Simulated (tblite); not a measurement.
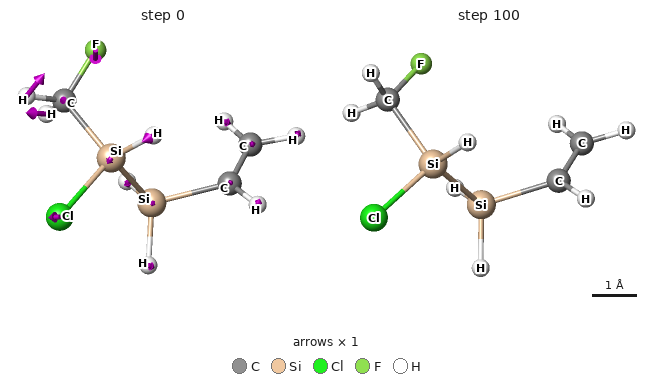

The structure of C₃H₈ClFSi₂ before (left) and after (right) a relaxation, at one scale. The purple arrows give the displacements, at their true length.

Style: ball-and-stick. Shown at a tilt.

The calculation used GFN2-xTB geometry optimisation, gas phase (tblite 0.8.0). 

Describe what moved and what it gained.

After 100 geometry steps the energy has fallen by 0.445 eV. The largest move after the best rigid fit is that of an H atom, 0.73 Å. By element the largest moves are H 0.73 Å, F 0.65 Å, Cl 0.32 Å, Si 0.17 Å, C 0.15 Å. Near-neighbour distances that change, for instance: Si–Si 2.231 → 2.329 Å, C–Si 1.861 → 1.929 Å, Cl–Si 2.100 → 2.037 Å, C–H 1.113 → 1.094 Å. Bond angles that change, for instance: C–C–H 115.7° → 122.7°, C–Si–H 112.4° → 105.7°, F–C–H 112.6° → 106.2°. Groups turn about C–Si by about 40°.
